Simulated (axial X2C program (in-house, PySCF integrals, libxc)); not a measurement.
# TlMg: bond curves with and without spin–orbit coupling

What are the state, bond length, wavenumber and bond energy of TlMg, and what does spin–orbit coupling change?

Computed with an in-house X2C program for linear molecules on PySCF integrals. Level: all-electron X2C, Tl dyall-cv3z, Mg dyall-cv3z.

All values are calculated.

### Step 1. Set-up

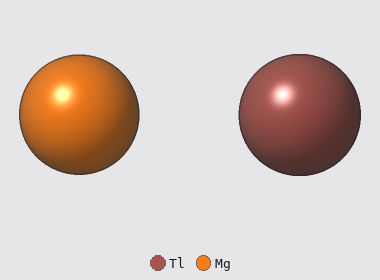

The two atoms at 2.830 Å (thallium brown, magnesium orange).

The input, task.json:

```json
{"zs": [81, 12], "q": 0, "bas": ["dyall-cv3z", "dyall-cv3z"], "levels": ["PBE0", "HF", "BP86"], "cc": true, "r0": 2.83, "thr": -2.0, "nmax": 90, "npts": 10, "nst": 2, "ntry": 6}
```

Keys: zs atomic numbers; q charge; bas basis sets; levels methods (HF also brings MP2); cc coupled cluster on or off; r0 starting distance in Å; thr threshold in hartree for freezing inner shells (an s shell follows its p shell); nmax most natural virtual spinors; npts points asked for on the curve; nst determinants followed; ntry starts of the search.

On the command line:

```
python so2c.py task.json out
```

Spin-free means the one-electron spin-free X2C Hamiltonian; two-component (2c) means X2C with spin–orbit coupling and atomic mean-field two-electron Coulomb and Gaunt terms. Basis: Tl dyall-cv3z contracted to [12s14p10d7f1g], Mg dyall-cv3z contracted to [9s8p6d3f]; Gaussian nuclei, density fitting. Masses: Tl 204.974 u, Mg 23.985 u.

Notation: σ, π±, δ± give the projection m of an orbital's angular momentum (0, ±1, ±2), α and β its spin, Λ and M_S the sums; ω is the projection of a spinor's total angular momentum and Ω the sum. Logs are in hartree.

The results follow Hamiltonian by Hamiltonian and level by level.

### Step 2. Search for the lowest determinant

PBE0 moves the distance from 2.830 Å to 3.137 Å and compares determinants there.

Spin-free determinants:

```csv
ΔE (eV),state,open shells
0.00,"M_S = 1/2, Λ = 1",beyond closed shells: π+α
0.15,"M_S = 1/2, Λ = 0",beyond closed shells: σα
1.66,"M_S = 3/2, Λ = 1","beyond closed shells: 2 × σα, π+α"
1.89,"M_S = 3/2, Λ = 0","beyond closed shells: σα, π+α, π-α"
2.09,"M_S = 1/2, Λ = 1","beyond closed shells: 2 × σα, π+β"
2.46,"M_S = 1/2, Λ = 0","beyond closed shells: σβ, π+α, π-α"
2.51,"M_S = 1/2, Λ = 0","beyond closed shells: σα, π+β, π-α"
```

Two-component determinants:

```csv
ΔE (eV),state,open shells
0.00,Ω = 1/2,excess of +ω over −ω: ω = 1/2
0.73,Ω = 3/2,excess of +ω over −ω: ω = 3/2
2.16,Ω = 5/2,"excess of +ω over −ω: 2 × ω = 1/2, ω = 3/2"
2.28,Ω = 3/2,excess of +ω over −ω: 3 × ω = 1/2
2.53,Ω = 1/2,"excess of +ω over −ω: 2 × ω = -1/2, ω = 3/2"
6.60,Ω = 5/2,excess of +ω over −ω: ω = 5/2
```

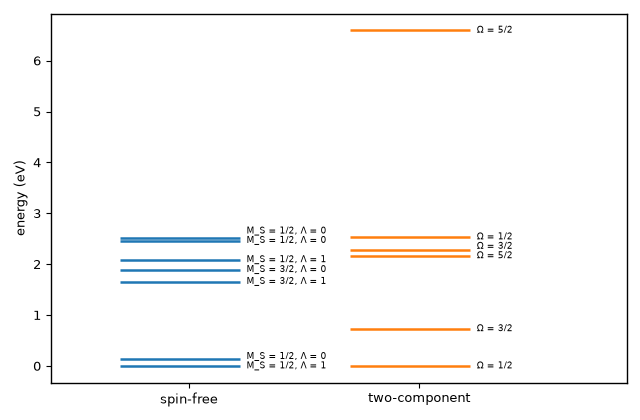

The determinants found, each set from its own lowest.

### Step 3. PBE0, spin-free

State followed: M_S = 1/2, Λ = 1 (beyond closed shells: π+α). The scan is laid around 3.137 Å, a first estimate of the minimum, and this SCF restarts from the orbitals of the search.

The SCF at the reference distance of 3.137 Å:

```text
spin-free X2C-1e  PBE0
basis functions 246  fitting functions 1176  grid points 5085
iter        total energy     max residual
   1     -20449.808600896     9.53e-05
   2     -20449.808600927     1.32e-04
   3     -20449.808601148     1.82e-05
   4     -20449.808601159     1.04e-05
   5     -20449.808601160     7.56e-06
converged
one-electron -28331.26098690  Coulomb 8120.29306222  exact exchange -99.16689615  xc functional -303.63943191  nuclear repulsion 163.96565158
```

Along the bond, energies from the lowest point:

| R (Å) | E (eV) | μ (D) | HOMO (eV) | LUMO (eV) | iterations |
| --- | --- | --- | --- | --- | --- |
| 2.855 | 0.0242 | 0.72 | -3.64 | -2.29 | 20 |
| 2.949 | 0.0032 | 0.71 | -3.59 | -2.25 | 15 |
| 3.043 | 0.0000 | 0.70 | -3.55 | -2.21 | 14 |
| 3.137 | 0.0097 | 0.69 | -3.51 | -2.17 | 5 |
| 3.247 | 0.0320 | 0.69 | -3.47 | -2.13 | 16 |
| 3.357 | 0.0611 | 0.69 | -3.44 | -2.10 | 15 |

Dipoles are positive if Mg is the positive end.

Outer orbitals at the reference distance:

```tsv
symmetry	occupied	ε (eV)	atomic character
σα	yes	-17.41	100% Tl d
π+α	yes	-17.39	100% Tl d
δ+α	yes	-17.37	100% Tl d
σβ	yes	-17.37	100% Tl d
π-α	yes	-17.36	100% Tl d
δ-α	yes	-17.32	100% Tl d
π+β	yes	-17.31	100% Tl d
π-β	yes	-17.31	100% Tl d
δ+β	yes	-17.25	100% Tl d
δ-β	yes	-17.25	100% Tl d
σα	yes	-10.78	84% Tl s, 8% Mg p, 6% Mg s
σβ	yes	-10.16	84% Tl s, 7% Mg p, 6% Mg s
σα	yes	-5.74	66% Mg s, 26% Tl p, 4% Tl s
σβ	yes	-5.60	71% Mg s, 20% Tl p, 4% Tl s
π+α	yes	-3.51	79% Tl p, 18% Mg p, 2% Mg d
π-α	no	-2.17	73% Tl p, 24% Mg p
σα	no	-2.03	43% Tl p, 40% Mg p, 14% Mg s
σβ	no	-1.87	46% Tl p, 43% Mg p, 8% Mg s
π+β	no	-1.63	61% Tl p, 37% Mg p
```

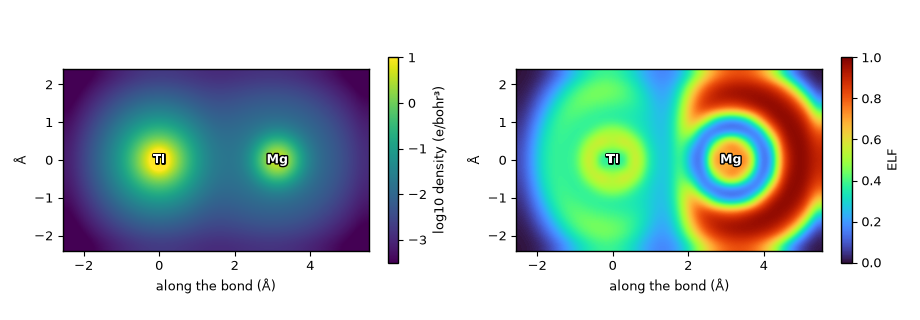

PBE0 fields in a plane through the axis, from a grid of 0.3 Å; Tl lies at z = 0 and Mg at z = 3.137 Å; the ELF is damped to zero where the density is low.

Re = 3.015 Å, ωe = 142.6 cm⁻¹, Be = 0.08635 cm⁻¹, De = 0.373 eV, μ = 0.70 D.

### Step 4. HF, spin-free

Output at 3.137 Å:

```text
spin-free X2C-1e  HF
basis functions 246  fitting functions 1176  grid points 5085
iter        total energy     max residual
   1     -20443.669857713     6.02e-01
   2     -20443.706654983     1.69e-02
   3     -20443.707838068     2.74e-02
   4     -20443.708424488     5.30e-03
   5     -20443.708644929     3.52e-03
   6     -20443.709061192     1.26e-02
   7     -20443.709319273     1.09e-02
   8     -20443.709683274     3.48e-03
   9     -20443.709916121     4.09e-03
  10     -20443.710041602     4.30e-03
  11     -20443.710060376     1.32e-03
  12     -20443.710064407     3.20e-04
  13     -20443.710065003     2.82e-04
  14     -20443.710065178     5.94e-05
  15     -20443.710065214     3.12e-05
  16     -20443.710065223     2.68e-05
  17     -20443.710065225     7.47e-06
  18     -20443.710065225     2.81e-06
converged
one-electron -28332.55299412  Coulomb 8121.74426894  exact exchange -396.86699163  xc functional 0.00000000  nuclear repulsion 163.96565158
```

No constants are quoted: the lowest point is the long end of the scan.

### Step 5. BP86, spin-free

The SCF at the reference distance of 3.137 Å:

```text
spin-free X2C-1e  BP86
basis functions 246  fitting functions 1176  grid points 5085
iter        total energy     max residual
   1     -20452.546580555     2.76e-01
   2     -20452.551927413     6.76e-03
   3     -20452.552336968     1.54e-02
   4     -20452.552403967     1.17e-03
   5     -20452.552409360     3.31e-03
   6     -20452.552416763     2.01e-04
   7     -20452.552417189     5.65e-04
   8     -20452.552417914     8.59e-05
   9     -20452.552417990     8.58e-05
  10     -20452.552418016     8.85e-06
  11     -20452.552418018     4.25e-06
converged
one-electron -28330.14580708  Coulomb 8119.14342942  exact exchange 0.00000000  xc functional -405.51569194  nuclear repulsion 163.96565158
```

Re = 3.000 Å, ωe = 145.5 cm⁻¹, Be = 0.08722 cm⁻¹, De = 0.407 eV, μ = 0.69 D.

### Step 6. Correlated methods, spin-free

Correlated methods: 15 electrons correlated (frozen shells, counted by type: Tl 5 s, 4 p, 2 d, 1 f; Mg 2 s, 1 p), 319 virtual spinors in MP2, 89 natural virtuals in coupled cluster.

Output of the correlated part at 3.137 Å:

```text
correlated 15  virtual 319  natural virtual 89  E(MP2) -0.482870487  MP2 remainder -0.036605738
iter   CCSD correlation   residual
   1     -0.407939466   1.57e-01
   2     -0.422060200   7.21e-02
   3     -0.424183079   4.47e-02
   4     -0.425221706   2.31e-02
   5     -0.425842329   9.90e-03
   6     -0.426016515   4.41e-03
   7     -0.426041362   1.61e-03
   8     -0.426056601   6.24e-04
   9     -0.426046357   2.25e-04
  10     -0.426046967   8.51e-05
  11     -0.426046756   3.31e-05
  12     -0.426047251   1.73e-05
  13     -0.426047463   8.40e-06
  14     -0.426047564   4.44e-06
  15     -0.426047693   2.73e-06
  16     -0.426047748   1.40e-06
  17     -0.426047791   7.16e-07
  18     -0.426047806   3.42e-07
(T) -0.014491066  T1 0.0558  D1 0.1602  max T2 0.148
```

T1 in the output is the amplitude norm over the root of the electron number; divide by √2 for the Lee–Taylor value.

MP2: No constants are quoted: the reference is strongly spin-contaminated.

CCSD: No constants are quoted: too few points lie around the minimum for a second fit to confirm the first.

CCSD(T): No constants are quoted: too few points lie around the minimum for a second fit to confirm the first.

### Step 7. A higher determinant, spin-free

State: M_S = 1/2, Λ = 0 (beyond closed shells: σα).

Output at the reference distance:

```text
spin-free X2C-1e  PBE0
basis functions 246  fitting functions 1176  grid points 5085
iter        total energy     max residual
   1     -20449.803204345     5.59e-05
   2     -20449.803204404     3.35e-05
   3     -20449.803204427     2.50e-05
   4     -20449.803204431     6.93e-06
converged
one-electron -28330.49246637  Coulomb 8119.55856687  exact exchange -99.17459400  xc functional -303.66036252  nuclear repulsion 163.96565158
```

| R (Å) | E above the lowest PBE0 point (eV) |
| --- | --- |
| 2.855 | 0.356 |
| 2.949 | 0.264 |
| 3.043 | 0.199 |
| 3.137 | 0.157 |
| 3.247 | 0.128 |
| 3.357 | 0.115 |

No constants are quoted: the lowest point is the long end of the scan.

### Step 8. The spin-free curves together

Energy (eV) of the followed determinant, spin-free, from each level's lowest point:

| R (Å) | PBE0 | HF | MP2 (spin-contaminated) | CCSD | CCSD(T) | BP86 |
| --- | --- | --- | --- | --- | --- | --- |
| 2.855 | 0.024 | 0.120 | 0.085 | 0.089 | 0.061 | 0.019 |
| 2.949 | 0.003 | 0.070 | 0.043 | 0.045 | 0.025 | 0.001 |
| 3.043 | 0.000 | 0.038 | 0.018 | 0.019 | 0.006 | 0.000 |
| 3.137 | 0.010 | 0.019 | 0.004 | 0.005 | 0.000 | 0.012 |
| 3.247 | 0.032 | 0.006 | 0.000 | 0.000 | 0.004 | 0.037 |
| 3.357 | 0.061 | 0.000 | 0.003 | 0.002 | 0.015 | 0.069 |

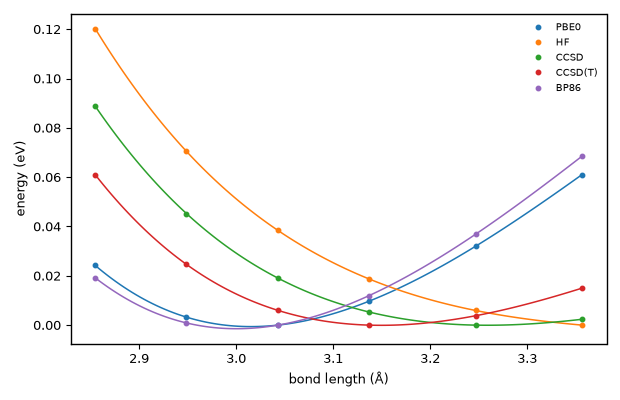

Curves of the followed state, spin-free, each from its own lowest point. Left out: MP2.

### Step 9. PBE0, 2c

State followed: Ω = 1/2 (excess of +ω over −ω: ω = 1/2). The scan is laid around 3.137 Å, a first estimate of the minimum, and this SCF restarts from the orbitals of the search.

The SCF at the reference distance of 3.137 Å:

```text
two-component X2C + atomic mean field  PBE0
basis functions 246  fitting functions 1176  grid points 5085
iter        total energy     max residual
   1     -20454.517389078     6.75e-05
   2     -20454.517389079     7.44e-06
converged
one-electron -28315.01498045  Coulomb 8118.73978063  exact exchange -99.16087549  xc functional -303.69989990  nuclear repulsion 163.96565158  atomic mean-field constant -19.34706546
```

Along the bond, energies from the lowest point:

| R (Å) | E (eV) | μ (D) | HOMO (eV) | LUMO (eV) | iterations |
| --- | --- | --- | --- | --- | --- |
| 2.855 | 0.0484 | 0.56 | -3.98 | -2.14 | 20 |
| 2.949 | 0.0176 | 0.50 | -3.94 | -2.12 | 15 |
| 3.043 | 0.0029 | 0.43 | -3.90 | -2.10 | 15 |
| 3.137 | 0.0000 | 0.37 | -3.88 | -2.08 | 2 |
| 3.247 | 0.0070 | 0.29 | -3.85 | -2.06 | 17 |
| 3.357 | 0.0208 | 0.21 | -3.84 | -2.05 | 17 |

Dipoles are positive if Mg is the positive end.

Outer spinors at the reference distance:

| ω | occupied | ε (eV) | atomic character | λ mixture |
| --- | --- | --- | --- | --- |
| 3/2 | yes | -18.38 | 100% Tl d | 81% δ, 19% π |
| 1/2 | yes | -18.35 | 100% Tl d | 60% π, 40% σ |
| -1/2 | yes | -18.31 | 100% Tl d | 59% π, 41% σ |
| -3/2 | yes | -18.26 | 100% Tl d | 79% δ, 21% π |
| -5/2 | yes | -16.16 | 100% Tl d | 100% δ |
| -1/2 | yes | -16.14 | 100% Tl d | 59% σ, 41% π |
| 1/2 | yes | -16.14 | 100% Tl d | 60% σ, 40% π |
| -3/2 | yes | -16.13 | 100% Tl d | 79% π, 21% δ |
| 3/2 | yes | -16.11 | 100% Tl d | 81% π, 19% δ |
| 5/2 | yes | -16.07 | 100% Tl d | 100% δ |
| -1/2 | yes | -10.49 | 84% Tl s, 8% Mg p, 6% Mg s | 100% σ |
| 1/2 | yes | -10.03 | 83% Tl s, 7% Mg p, 6% Mg s | 100% σ |
| 1/2 | yes | -5.65 | 67% Mg s, 24% Tl p, 4% Tl s | 98% σ, 2% π |
| -1/2 | yes | -5.55 | 66% Mg s, 26% Tl p, 5% Tl s | 100% σ |
| 1/2 | yes | -3.88 | 74% Tl p, 17% Mg p, 6% Mg s | 74% π, 26% σ |
| -1/2 | no | -2.08 | 61% Tl p, 27% Mg p, 9% Mg s | 53% π, 47% σ |
| -3/2 | no | -1.81 | 65% Tl p, 32% Mg p | 100% π |
| 1/2 | no | -1.69 | 50% Tl p, 42% Mg p, 5% Mg s | 75% σ, 25% π |
| -1/2 | no | -1.55 | 48% Tl p, 43% Mg p, 6% Mg s | 52% σ, 48% π |

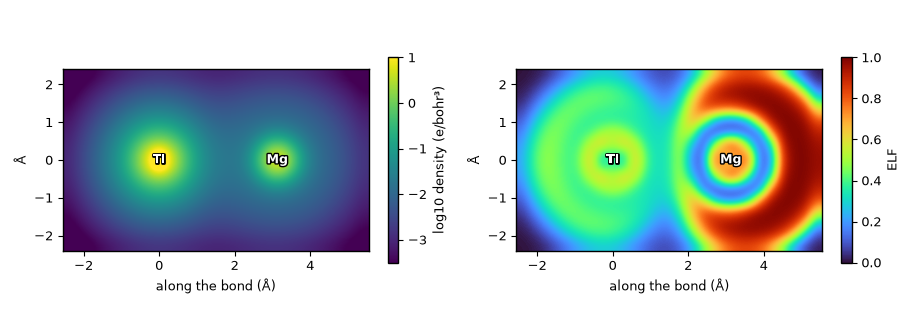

PBE0 fields in a plane through the axis, from a grid of 0.3 Å; Tl lies at z = 0 and Mg at z = 3.137 Å; the ELF is damped to zero where the density is low.

Re = 3.117 Å, ωe = 113.3 cm⁻¹, Be = 0.0808 cm⁻¹, De = 0.278 eV, μ = 0.38 D.

### Step 10. HF, 2c

The SCF at the reference distance of 3.137 Å:

```text
two-component X2C + atomic mean field  HF
basis functions 246  fitting functions 1176  grid points 5085
iter        total energy     max residual
   1     -20448.300115642     1.01e+00
   2     -20448.337818349     1.68e-02
   3     -20448.339270009     4.94e-02
   4     -20448.339945196     1.15e-02
   5     -20448.340186583     5.87e-03
   6     -20448.340448032     1.38e-02
   7     -20448.340538587     7.94e-03
   8     -20448.340606900     1.17e-03
   9     -20448.340628626     3.28e-03
  10     -20448.340639961     1.83e-03
  11     -20448.340648136     3.74e-04
  12     -20448.340657688     2.18e-03
  13     -20448.340663936     1.99e-03
  14     -20448.340666499     6.77e-04
  15     -20448.340667084     7.87e-05
  16     -20448.340667235     2.13e-04
  17     -20448.340667292     1.15e-04
  18     -20448.340667312     1.20e-05
  19     -20448.340667320     3.99e-05
  20     -20448.340667325     3.55e-05
  21     -20448.340667327     1.06e-05
  22     -20448.340667328     5.85e-06
  23     -20448.340667328     7.33e-06
  24     -20448.340667328     2.74e-06
converged
one-electron -28316.16368019  Coulomb 8120.04252722  exact exchange -396.83810048  xc functional 0.00000000  nuclear repulsion 163.96565158  atomic mean-field constant -19.34706546
```

No constants are quoted: the lowest point is the long end of the scan.

### Step 11. BP86, 2c

The SCF at the reference distance of 3.137 Å:

```text
two-component X2C + atomic mean field  BP86
basis functions 246  fitting functions 1176  grid points 5085
iter        total energy     max residual
   1     -20457.287973746     3.53e-01
   2     -20457.293421801     6.84e-03
   3     -20457.293847641     1.73e-02
   4     -20457.293920983     8.94e-04
   5     -20457.293928743     3.38e-03
   6     -20457.293936018     2.85e-04
   7     -20457.293938382     1.15e-03
   8     -20457.293940208     5.24e-04
   9     -20457.293940558     1.62e-04
  10     -20457.293940655     7.18e-05
  11     -20457.293940670     1.41e-05
  12     -20457.293940673     6.82e-06
converged
one-electron -28313.92450447  Coulomb 8117.61498336  exact exchange 0.00000000  xc functional -405.60300568  nuclear repulsion 163.96565158  atomic mean-field constant -19.34706546
```

Re = 3.081 Å, ωe = 120.0 cm⁻¹, Be = 0.08273 cm⁻¹, De = 0.308 eV, μ = 0.53 D.

### Step 12. MP2 and beyond, 2c

Correlated methods: 15 electrons correlated (frozen shells, counted by type: Tl 5 s, 4 p, 2 d, 1 f; Mg 2 s, 1 p), 319 virtual spinors in MP2, 90 natural virtuals in coupled cluster.

Output of the correlated part at 3.137 Å:

```text
correlated 15  virtual 319  natural virtual 90  E(MP2) -0.481180300  MP2 remainder -0.031812528
iter   CCSD correlation   residual
   1     -0.412278162   1.56e-01
   2     -0.426400373   6.59e-02
   3     -0.427646425   3.54e-02
   4     -0.427995661   1.55e-02
   5     -0.428317467   6.91e-03
   6     -0.428380952   3.34e-03
   7     -0.428394092   1.34e-03
   8     -0.428412365   6.28e-04
   9     -0.428402082   3.31e-04
  10     -0.428402913   1.84e-04
  11     -0.428402130   9.41e-05
  12     -0.428403473   5.03e-05
  13     -0.428403992   2.17e-05
  14     -0.428404044   9.55e-06
  15     -0.428404157   5.43e-06
  16     -0.428404185   2.67e-06
  17     -0.428404242   1.40e-06
  18     -0.428404273   7.47e-07
  19     -0.428404277   4.30e-07
(T) -0.014089600  T1 0.0382  D1 0.1099  max T2 0.110
```

MP2: No constants are quoted: the lowest point is the long end of the scan.

CCSD: No constants are quoted: the lowest point is the long end of the scan.

CCSD(T): No constants are quoted: the lowest point is the long end of the scan.

### Step 13. A higher determinant, 2c

State: Ω = 3/2 (excess of +ω over −ω: ω = 3/2).

Output at the reference distance:

```text
two-component X2C + atomic mean field  PBE0
basis functions 246  fitting functions 1176  grid points 5085
iter        total energy     max residual
   1     -20454.490520731     8.60e-05
   2     -20454.490520732     1.39e-05
converged
one-electron -28313.36953849  Coulomb 8117.09299877  exact exchange -99.15303175  xc functional -303.67953538  nuclear repulsion 163.96565158  atomic mean-field constant -19.34706546
```

| R (Å) | E above the lowest PBE0 point (eV) |
| --- | --- |
| 2.855 | 0.716 |
| 2.949 | 0.705 |
| 3.043 | 0.712 |
| 3.137 | 0.731 |
| 3.247 | 0.764 |
| 3.357 | 0.804 |

Re = 2.955 Å, ωe = 156.5 cm⁻¹, Be = 0.08989 cm⁻¹, μ = 0.67 D. Te = 0.71 eV.

### Step 14. The 2c curves together

Energy (eV) of the followed determinant, 2c, from each level's lowest point:

| R (Å) | PBE0 | HF | MP2 (spin-contaminated) | CCSD | CCSD(T) | BP86 |
| --- | --- | --- | --- | --- | --- | --- |
| 2.855 | 0.048 | 0.195 | 0.098 | 0.149 | 0.112 | 0.037 |
| 2.949 | 0.018 | 0.131 | 0.052 | 0.094 | 0.064 | 0.011 |
| 3.043 | 0.003 | 0.084 | 0.024 | 0.056 | 0.034 | 0.000 |
| 3.137 | 0.000 | 0.049 | 0.008 | 0.030 | 0.015 | 0.001 |
| 3.247 | 0.007 | 0.020 | 0.000 | 0.010 | 0.003 | 0.012 |
| 3.357 | 0.021 | 0.000 | 0.000 | 0.000 | 0.000 | 0.029 |

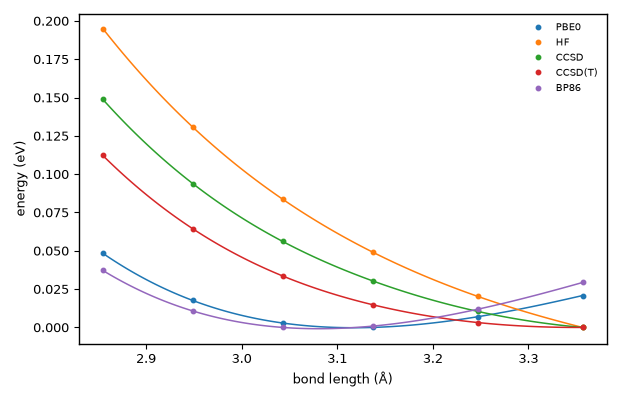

Curves of the followed state, 2c, each from its own lowest point. Left out: MP2.

The whole job took 4.5 min on 1 thread of Arm Neoverse V1, shared host; peak memory 1.1 GiB.

### Step 15. What came out

Lowest determinant that the search found at its distance, spin-free: M_S = 1/2, Λ = 1 (beyond closed shells: π+α).

Lowest determinant that the search found at its distance, 2c: Ω = 1/2 (excess of +ω over −ω: ω = 1/2).

| Hamiltonian | level | Re (Å) | ωe (cm⁻¹) | De (eV) | μ (D) |
| --- | --- | --- | --- | --- | --- |
| spin-free | PBE0 | 3.015 | 142.6 | 0.373 | 0.70 |
| spin-free | BP86 | 3.000 | 145.5 | 0.407 | 0.69 |
| 2c | PBE0 | 3.117 | 113.3 | 0.278 | 0.38 |
| 2c | BP86 | 3.081 | 120.0 | 0.308 | 0.53 |

Dipoles are positive if Mg is the positive end. No constants: spin-free HF (the lowest point is the long end of the scan); spin-free MP2 (the reference is strongly spin-contaminated); spin-free CCSD (too few points lie around the minimum for a second fit to confirm the first); spin-free CCSD(T) (too few points lie around the minimum for a second fit to confirm the first); 2c HF (the lowest point is the long end of the scan); 2c MP2 (the lowest point is the long end of the scan); 2c CCSD (the lowest point is the long end of the scan); 2c CCSD(T) (the lowest point is the long end of the scan).

Time per point (s) on 1 thread of Arm Neoverse V1, shared host (2c runs); the times are rough: PBE0 1.9, BP86 0.9.

**Reading.** At PBE0, going from spin-free to two-component changes Re by +102 mÅ, ωe by -20.6 %, so spin–orbit coupling matters for this bond. It costs about 1.6 times the time. De moves by -0.09 eV; both De rest on single-determinant atoms, which can miss part of an open shell's spin–orbit lowering.

De refers to Tl + Mg, each in the lowest determinant found, which need not be this curve's own limit. The state is a single determinant with fixed occupations, the lowest that a limited PBE0 search found. Dissociation energies refer to the lowest single-determinant-based atoms at the same level and basis. Density functionals use the spin component along the axis (collinear).
